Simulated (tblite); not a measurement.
## Geometry relaxation, with input and output: C$_{7}$H$_{10}$NPSi (part 3 of 3)

C$_{7}$H$_{10}$NPSi, SMILES [SiH3]c1cncpc1C1CC1; GFN2-xTB geometry optimisation, gas phase (tblite 0.8.0). 

Geometry of the input (Å):
```
Si 1.3391  1.9061  -0.1622
C  1.1741  0.0689  0.0084
C  2.3024  -0.7220  -0.1727
N  2.3485  -2.0260  -0.0943
C  1.3911  -2.8995  0.2091
P  -0.1831  -2.1777  0.5028
C  -0.0657  -0.4280  0.3391
C  -1.2565  0.4184  0.5553
C  -2.0330  0.6248  -0.7535
C  -2.6486  -0.1247  0.4278
H  1.4791  2.5248  1.1817
H  0.1535  2.4504  -0.8171
H  2.5193  2.2655  -0.9158
H  3.2228  -0.1902  -0.4326
H  1.5805  -3.9491  0.2429
H  -1.0652  1.3882  1.0628
H  -2.4158  1.6476  -0.9481
H  -1.7080  -0.0078  -1.6021
H  -3.4075  0.4479  1.0288
H  -2.7322  -1.2067  0.3369
```

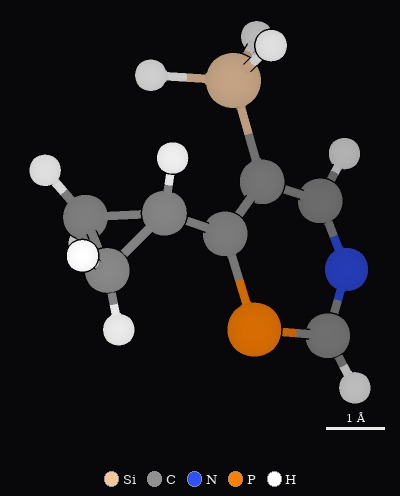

*The structure as given in the input (ball-and-stick view, seen at a tilt).*

The first line tells a small driver script what to run in tblite; the rest is the geometry in Å.

Launch command:
```bash
OMP_NUM_THREADS=1 python <driver script> task.json out
```

## Key numbers

```tsv
quantity	value
outcome	converged
total energy	−740.1944 eV
hardware	1 CPU thread, shared host
wall time	1.2 s
peak memory	0.18 GiB
```
